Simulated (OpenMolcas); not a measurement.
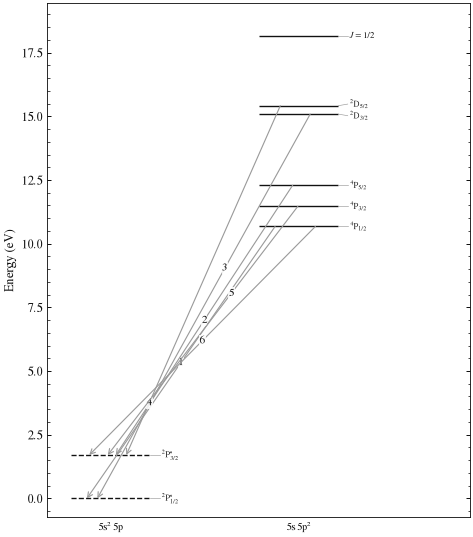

**Figure 1.** Levels of Xe⁵⁺ with 6 numbered transitions. Rates are at computed energies.

```
No.         Upper          Lower  Type  λ (vacuum)  A (s⁻¹)
  1  5s 5p² ⁴P₁/₂  5s² 5p ²P°₁/₂    E1      116 nm  3.2×10⁷
  2  5s 5p² ⁴P₅/₂  5s² 5p ²P°₃/₂    E1      117 nm  1.6×10⁷
  3  5s 5p² ²D₃/₂  5s² 5p ²P°₁/₂    E1     82.2 nm  9.7×10⁸
  4  5s 5p² ²D₅/₂  5s² 5p ²P°₃/₂    E1     90.4 nm  5.6×10⁸
  5  5s 5p² ⁴P₃/₂  5s² 5p ²P°₃/₂    E1      127 nm  5.0×10⁶
  6  5s 5p² ⁴P₁/₂  5s² 5p ²P°₃/₂    E1      138 nm  6.7×10⁶
```

Line 3 has the largest rate; it falls in the extreme ultraviolet region.

## Run report: Xe⁵⁺, multiconfigurational calculation (part 1 of 2)

Xe⁵⁺. Computed at this level: state-averaged RASSCF, active space 3 electrons in the shells 5s 5p 5d; RAS3 5d with at most 2 electrons, basis ANO-R2, X2C scalar Hamiltonian, spin-orbit coupling by RASSI with atomic mean-field integrals (OpenMolcas).

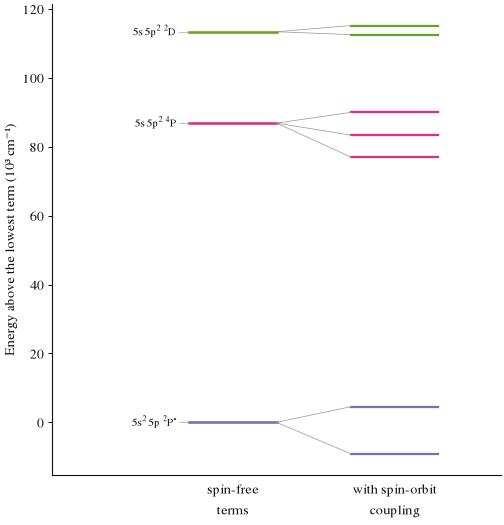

**Figure 2.** Terms of Xe⁵⁺ without and with spin-orbit coupling; the J values are left off. 5s² 5p ²P° (at 0) splits over 13,700 cm⁻¹ into J = 1/2, 3/2 from the bottom up (normal); 5s 5p² ⁴P (at 86,900 cm⁻¹) splits over 13,000 cm⁻¹ into J = 1/2, 3/2, 5/2 from the bottom up (normal); 5s 5p² ²D (at 113,000 cm⁻¹) splits over 2,660 cm⁻¹ into J = 3/2, 5/2 from the bottom up (normal). The ground level lies 9,160 cm⁻¹ below the lowest term.

These pictures come from the run below.

**Input**
```
&GATEWAY
Coord
1

Xe 0.0 0.0 0.0
Basis=ANO-R2
Group=XYZ
NoMove
AngMom=0.0 0.0 0.0
AMFI
&SEWARD
&RASSCF
FileOrb=start.orb
Symmetry=2
Spin=4
nActEl=3 0 0
Inactive=14 9
Ras2=1 3
CIRoot=1 1 1
SDav=1
CIMx=300
Iter=120 100
PrWF=0.3
OrbListing=Nothing
MaxOrb=0
Atom
>>> COPY $Project.JobIph JOBPRE
&RASSCF
FileOrb=start.orb
Symmetry=2
Spin=4
nActEl=3 0 2
Inactive=14 9
Ras2=1 3
Ras3=5 0
CIRoot=1 1 1
SDav=46
CIMx=300
Iter=120 100
PrWF=0.3
OrbListing=Nothing
MaxOrb=0
Thrs=2.0e-7 1.0e-1 5.0e-4
Atom
>>> COPY $Project.JobIph JOB001
&RASSCF
FileOrb=start.orb
Symmetry=2
Spin=2
nActEl=3 0 2
Inactive=14 9
Ras2=1 3
Ras3=5 0
CIRoot=11 11 1
SDav=116
CIMx=300
Iter=120 100
PrWF=0.3
OrbListing=Nothing
MaxOrb=0
Thrs=2.0e-7 1.0e-1 5.0e-4
Atom
>>> COPY $Project.JobIph JOB002
&RASSCF
FileOrb=start.orb
Symmetry=1
Spin=4
nActEl=3 0 2
Inactive=14 9
Ras2=1 3
Ras3=5 0
CIRoot=3 3 1
SDav=28
CIMx=300
Iter=120 100
PrWF=0.3
OrbListing=Nothing
MaxOrb=0
Thrs=2.0e-7 1.0e-1 5.0e-4
Atom
>>> COPY $Project.JobIph JOB003
&RASSCF
FileOrb=start.orb
Symmetry=1
Spin=2
nActEl=3 0 2
Inactive=14 9
Ras2=1 3
Ras3=5 0
CIRoot=9 9 1
SDav=84
CIMx=300
Iter=120 100
PrWF=0.3
OrbListing=Nothing
MaxOrb=0
Thrs=2.0e-7 1.0e-1 5.0e-4
Atom
>>> COPY $Project.JobIph JOB004
&RASSI
NrOfJobIphs=4 1 11 3 9
1
1 2 3 4 5 6 7 8 9 10 11
1 2 3
1 2 3 4 5 6 7 8 9
IphNames
JOB001
JOB002
JOB003
JOB004
EJob
SpinOrbit
DIPRint=1.0
SOCoupling=1000.0
Subsets=2
MEES
Property=10
'ANGMOM' 1 'ANGMOM' 2 'ANGMOM' 3 'MLTPL  1' 1 'MLTPL  1' 2 'MLTPL  1' 3
'AMFI' 1 'AMFI' 2 'AMFI' 3 'MLTPL  2' 6
SOProperty=3
'ANGMOM' 1 'ANGMOM' 2 'ANGMOM' 3
```

The file start.orb holds starting orbitals from an earlier step. A driver script formed the levels outside the program, from RASSI's spin-orbit matrix and the active-space energies, averaged over the components of each term or state.

Run as:
```bash
OMP_NUM_THREADS=1 MOLCAS_MEM=2252 MOLCAS_PROJECT=a pymolcas a.inp > a.log  # once for each step of the input, in one work folder
```

**Output (extracts)**
```
--- SEWARD ---
Basis set label: XE.ANO-R...7S6P4D2F1G.

      Electronic valence basis set:
      ------------------
      Associated Effective Charge  54.000000 au
      Associated Actual Charge     54.000000 au
      Nuclear Model: Finite nucleus - Gaussian distribution
        Gaussian exponent, Xi/bohr**(-2):  1.80305E+08

      Shell  nPrim  nBasis  Cartesian Spherical Contaminant
         s      23       7        X
         p      18       6        X
         d      12       4                 X
         f       6       2                 X
         g       5       1                 X
                  Relativistic X2C integrals
                  Atomic mean-field integrals
--- RASSCF ---
Wave function specifications:
      -----------------------------

      Number of closed shell electrons          46
      Number of electrons in active shells       3
      Max number of holes in RAS1 space          0
      Max nr of electrons in RAS3 space          2
      Number of inactive orbitals               23
      Number of active orbitals                  9
      Number of secondary orbitals              36
      Spin quantum number                      1.5
      State symmetry                             2
Orbital specifications:
      -----------------------

      Symmetry species                           1   2
                                                ag  au
      Frozen orbitals                            0   0
      Inactive orbitals                         14   9
      Active orbitals                            6   3
      RAS1 orbitals                              0   0
      RAS2 orbitals                              1   3
      RAS3 orbitals                              5   0
      Secondary orbitals                        16  20
      Deleted orbitals                           0   0
      Number of basis functions                 36  32
      Number of CSFs                            46
      Number of root(s) required                 1
      Iter CI   SX   CI       RASSCF       Energy    max ROT     max BLB   max BLB  Level Ln srch  Step   QN
          iter iter root      energy       change     param      element    value   shift minimum  type update
 Nr of preliminary CI iterations:   1
 ###############################################################################
 ###############################################################################
 ###                                                                         ###
 ###                                                                         ###
 ###    WARNING: Problems in orbital optimization.                           ###
 ###                                                                         ###
 ###                                                                         ###
 ###############################################################################
 ###############################################################################
  Warning: In symmetry  1, orbital p=  15 has diagonal density matrix element D(p,p) close to zero. D(p,p)=  8.293677E-26
      Total energies have been shifted. Add                -7000.00 au
        ...
 ###############################################################################
 ###############################################################################
  Warning: In symmetry  1, orbital p=  15 has diagonal density matrix element D(p,p) close to zero. D(p,p)=  4.499751E-26
        4   1    3    1  -436.76622582   -1.46E-11   2.04E-06   12  15 2  3.67E-07   0.50   0.00    SX    NO
      Convergence after  4 iterations
        5   1    3    1  -436.76622582    4.55E-12   2.04E-06   12  15 2  1.28E-07   0.50   0.00    SX    NO
      Natural orbitals and occupation numbers for root  1
      sym 1:   0.000000   0.003581   0.003581   0.003581   0.003581   0.003581
      sym 2:   0.994032   0.994032   0.994032
::    RASSCF root number  1 Total energy:  -7436.76622582
--- RASSCF ---
Wave function specifications:
      -----------------------------

      Number of closed shell electrons          46
      Number of electrons in active shells       3
      Max number of holes in RAS1 space          0
      Max nr of electrons in RAS3 space          2
      Number of inactive orbitals               23
      Number of active orbitals                  9
      Number of secondary orbitals              36
      Spin quantum number                      0.5
      State symmetry                             2
Orbital specifications:
      -----------------------

      Symmetry species                           1   2
                                                ag  au
      Frozen orbitals                            0   0
      Inactive orbitals                         14   9
      Active orbitals                            6   3
      RAS1 orbitals                              0   0
      RAS2 orbitals                              1   3
      RAS3 orbitals                              5   0
      Secondary orbitals                        16  20
      Deleted orbitals                           0   0
      Number of basis functions                 36  32
      Number of CSFs                           116
      Number of root(s) required                11
      Iter CI   SX   CI       RASSCF       Energy    max ROT     max BLB   max BLB  Level Ln srch  Step   QN
          iter iter root      energy       change     param      element    value   shift minimum  type update
 Nr of preliminary CI iterations:   1
      Total energies have been shifted. Add                -7000.00 au
        1   1    7    0  -437.00214950    0.00E+00   1.74E-01*  15  22 1 -1.27E-01*  0.00   0.00    SX    NO
        2   1    7    0  -437.02765058   -2.55E-02*  1.03E-01*  15  21 1 -7.93E-02*  0.00   0.00    SX    NO
        3   1    6    0  -437.03301050   -5.36E-03*  5.86E-02   15  21 1  4.74E-02*  0.00   0.00    SX    NO
        4   1    7    0  -437.03450590   -1.50E-03*  3.24E-02   15  21 1 -2.66E-02*  0.00   0.00    SX    NO
        5   1    7    0  -437.03494561   -4.40E-04*  1.13E-02   15  21 1  1.48E-02*  0.00   0.64    QN   YES
        6   1    5    0  -437.03513875   -1.93E-04*  2.90E-04   15  21 1  3.59E-04   0.00   1.03    QN   YES
        7   1    4    0  -437.03513891   -1.55E-07   2.75E-05   15  22 1  2.58E-05   0.00   1.00    QN   YES
      Convergence after  7 iterations
        8   1    4    0  -437.03513891   -1.15E-09   2.75E-05   15  22 1 -4.79E-06   0.00   1.00    QN   YES
      Natural orbitals and occupation numbers for root  1
      sym 1:   1.952414   0.000203   0.005902   0.004489   0.004489   0.000203
      sym 2:   0.020290   0.020290   0.991719
      Natural orbitals and occupation numbers for root  2
      sym 1:   1.952414   0.004489   0.005902   0.004489   0.000203   0.000203
      sym 2:   0.020290   0.991719   0.020290
      Natural orbitals and occupation numbers for root  3
      sym 1:   1.952414   0.004489   0.000203   0.000203   0.004489   0.005902
      sym 2:   0.991719   0.020290   0.020290
::    RASSCF root number  1 Total energy:  -7437.80871567
::    RASSCF root number  2 Total energy:  -7437.80871567
::    RASSCF root number  3 Total energy:  -7437.80871567
::    RASSCF root number  4 Total energy:  -7436.78890750
::    RASSCF root number  5 Total energy:  -7436.78890750
::    RASSCF root number  6 Total energy:  -7436.78890750
::    RASSCF root number  7 Total energy:  -7436.78890750
::    RASSCF root number  8 Total energy:  -7436.78890750
::    RASSCF root number  9 Total energy:  -7436.67194783
::    RASSCF root number 10 Total energy:  -7436.67194783
::    RASSCF root number 11 Total energy:  -7436.67194783
--- RASSCF ---
Wave function specifications:
      -----------------------------

      Number of closed shell electrons          46
      Number of electrons in active shells       3
      Max number of holes in RAS1 space          0
      Max nr of electrons in RAS3 space          2
      Number of inactive orbitals               23
      Number of active orbitals                  9
      Number of secondary orbitals              36
      Spin quantum number                      1.5
      State symmetry                             1
Orbital specifications:
      -----------------------

      Symmetry species                           1   2
                                                ag  au
      Frozen orbitals                            0   0
      Inactive orbitals                         14   9
      Active orbitals                            6   3
      RAS1 orbitals                              0   0
      RAS2 orbitals                              1   3
      RAS3 orbitals                              5   0
      Secondary orbitals                        16  20
      Deleted orbitals                           0   0
      Number of basis functions                 36  32
      Number of CSFs                            28
      Number of root(s) required                 3
      Iter CI   SX   CI       RASSCF       Energy    max ROT     max BLB   max BLB  Level Ln srch  Step   QN
          iter iter root      energy       change     param      element    value   shift minimum  type update
 Nr of preliminary CI iterations:   1
      Total energies have been shifted. Add                -7000.00 au
        1   1    2    0  -437.41296997    0.00E+00   4.98E-08   15  21 1  7.77E-08   0.00   0.00    SX    NO
        2   1    1    0  -437.41296997   -1.18E-11   0.00E+00   15  21 1 -1.39E-08   0.00   0.00    SX    NO
        3   1    1    0  -437.41296997   -7.28E-12   0.00E+00   15  21 1 -1.39E-08   0.00   0.00    SX    NO
        4   1    1    0  -437.41296997    8.19E-12   0.00E+00   15  21 1 -1.39E-08   0.00   0.00    SX    NO
      Convergence after  4 iterations
        5   1    1    0  -437.41296997   -4.55E-12   0.00E+00   15  21 1 -1.39E-08   0.00   0.00    SX    NO
      Natural orbitals and occupation numbers for root  1
      sym 1:   0.998358   0.002317   0.001399   0.001399   0.000003   0.002317
      sym 2:   0.001639   0.996285   0.996285
      Natural orbitals and occupation numbers for root  2
      sym 1:   0.998358   0.001399   0.000003   0.002317   0.002317   0.001399
      sym 2:   0.996285   0.996285   0.001639
      Natural orbitals and occupation numbers for root  3
      sym 1:   0.998358   0.001399   0.002317   0.002317   0.000003   0.001399
      sym 2:   0.001639   0.996285   0.996285
::    RASSCF root number  1 Total energy:  -7437.41296997
::    RASSCF root number  2 Total energy:  -7437.41296997
::    RASSCF root number  3 Total energy:  -7437.41296997
--- RASSCF ---
Wave function specifications:
      -----------------------------

      Number of closed shell electrons          46
      Number of electrons in active shells       3
      Max number of holes in RAS1 space          0
      Max nr of electrons in RAS3 space          2
      Number of inactive orbitals               23
      Number of active orbitals                  9
      Number of secondary orbitals              36
      Spin quantum number                      0.5
      State symmetry                             1
Orbital specifications:
      -----------------------

      Symmetry species                           1   2
                                                ag  au
      Frozen orbitals                            0   0
      Inactive orbitals                         14   9
      Active orbitals                            6   3
      RAS1 orbitals                              0   0
      RAS2 orbitals                              1   3
      RAS3 orbitals                              5   0
      Secondary orbitals                        16  20
      Deleted orbitals                           0   0
      Number of basis functions                 36  32
      Number of CSFs                            84
      Number of root(s) required                 9
      Iter CI   SX   CI       RASSCF       Energy    max ROT     max BLB   max BLB  Level Ln srch  Step   QN
          iter iter root      energy       change     param      element    value   shift minimum  type update
 Nr of preliminary CI iterations:   1
      Total energies have been shifted. Add                -7000.00 au
        1   1    7    0  -437.21785667    0.00E+00  -7.07E-02   11  14 2 -1.50E-02*  0.00   0.00    SX    NO
        2   1    6    0  -437.22045579   -2.60E-03*  1.28E-02   14  26 1 -3.70E-03*  0.00   0.00    SX    NO
        3   1    6    0  -437.22053042   -7.46E-05*  1.67E-03    8  18 2 -1.68E-03*  0.00   0.00    SX    NO
        4   1    5    0  -437.22053385   -3.42E-06*  2.27E-04   14  26 1 -5.79E-04*  0.00   0.00    SX    NO
        5   1    5    0  -437.22053420   -3.54E-07*  3.35E-05    8  18 2 -2.39E-04   0.00   0.72    QN   YES
        6   1    4    0  -437.22053427   -6.75E-08  -1.15E-05    8  18 2 -6.26E-06   0.00   1.01    QN   YES
      Convergence after  6 iterations
        7   1    4    0  -437.22053427   -8.55E-11  -1.15E-05   12  19 1 -5.10E-07   0.00   1.01    QN   YES
      Natural orbitals and occupation numbers for root  1
      sym 1:   1.099727   0.115574   0.003433   0.001123   0.002102   0.007140
      sym 2:   0.024489   0.743975   1.002437
      Natural orbitals and occupation numbers for root  2
      sym 1:   1.099729   0.001139   0.003813   0.007017   0.115556   0.001845
      sym 2:   0.670327   1.052288   0.048286
      Natural orbitals and occupation numbers for root  3
      sym 1:   1.099726   0.001112   0.007211   0.115586   0.003085   0.002378
      sym 2:   0.948862   0.010541   0.811499
::    RASSCF root number  1 Total energy:  -7437.29213869
::    RASSCF root number  2 Total energy:  -7437.29213869
::    RASSCF root number  3 Total energy:  -7437.29213869
::    RASSCF root number  4 Total energy:  -7437.29213869
::    RASSCF root number  5 Total energy:  -7437.29213869
::    RASSCF root number  6 Total energy:  -7437.16424960
::    RASSCF root number  7 Total energy:  -7437.11995514
::    RASSCF root number  8 Total energy:  -7437.11995514
::    RASSCF root number  9 Total energy:  -7437.11995514
--- RASSI ---
SPIN-FREE ENERGIES:
  (Shifted by EMIN (a.u.) =      -7437.8087156665)

 SF State       Relative EMIN(au)   Rel lowest level(eV)    D:o, cm**(-1)      L_eff

     2             0.0000000000        0.0000000000              0.0000         1.0
     3             0.0000000000        0.0000000000              0.0000         1.0
     4             0.0000000000        0.0000000000              0.0000         1.0
    13             0.3957456916       10.7687888695          86856.1398         1.0
    14             0.3957456916       10.7687888695          86856.1398         1.0
    15             0.3957456916       10.7687888695          86856.1398         1.0
    16             0.5165769813       14.0567757636         113375.5425         2.0
    17             0.5165769813       14.0567757636         113375.5425         2.0
    18             0.5165769813       14.0567757636         113375.5425         2.0
    19             0.5165769813       14.0567757636         113375.5425         2.0
    20             0.5165769813       14.0567757636         113375.5425         2.0
    21             0.6444660706       17.5368151697         141443.9533         0.0
    22             0.6887605299       18.7421288089         151165.4634         1.0
    23             0.6887605299       18.7421288089         151165.4634         1.0
    24             0.6887605299       18.7421288089         151165.4634         1.0
     7             1.0198081684       27.7503939683         223822.0218         2.0
     8             1.0198081684       27.7503939683         223822.0218         2.0
     9             1.0198081684       27.7503939683         223822.0218         2.0
     5             1.0198081684       27.7503939683         223822.0218         2.0
     6             1.0198081684       27.7503939683         223822.0218         2.0
     1             1.0424898443       28.3675938120         228800.0743         0.0
    12             1.1367678315       30.9330285358         249491.7008         1.0
    10             1.1367678315       30.9330285358         249491.7008         1.0
    11             1.1367678315       30.9330285358         249491.7008         1.0
     Dipole printing threshold changed to   1.00000000E+00
```

(Continued in part 2.) Outcome of the run: converged.
